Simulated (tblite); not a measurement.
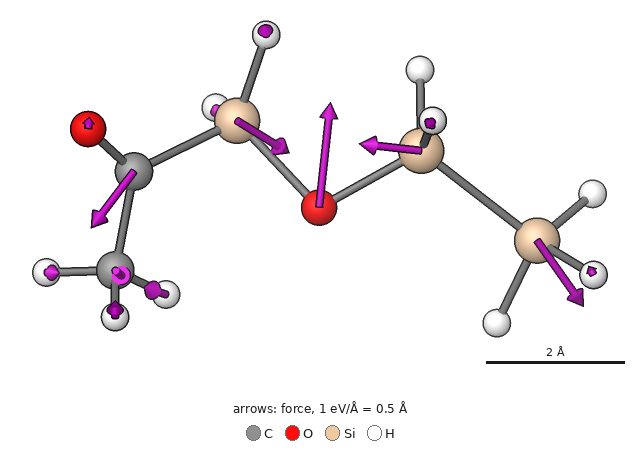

Starting geometry of C2H10O2Si3 (charge +1, multiplicity 2) with the computed forces as purple arrows. A ball-and-stick model, seen face on.

Theory: GFN2-xTB geometry optimisation, gas phase in tblite 0.8.0. 

**Is this structure relaxed? If not, where do the atoms go?**

It isn't relaxed: the largest force vector, on an O atom, is 3.11 eV/Å. The final displacements have little in common with the starting forces (cosine between the two patterns 0.15). After 295 geometry steps the energy has fallen by 87.1 kcal/mol. The largest move after the best rigid fit is that of an H atom, 2.77 Å. By element the largest moves are H 2.77 Å, O 2.55 Å, Si 1.68 Å, C 1.14 Å. Some distances before and after: O–Si 4.991 → 1.615 Å, Si–Si 4.699 → 3.085 Å, C–Si 4.203 → 2.602 Å, O–Si 3.232 → 1.734 Å. New bonds form, among them: O–Si (3.23 → 1.73 Å), O–Si (4.99 → 1.61 Å). Bonds break, among them: Si–Si (2.24 → 3.08 Å). Bond angles that change, for instance: C–C–Si 114.0° → 130.7°, H–Si–H 109.4° → 124.3°, O–Si–H 112.9° → 101.0°. Groups turn about O–Si by about 140°, C–Si by about 130°, C–C by about 120°.
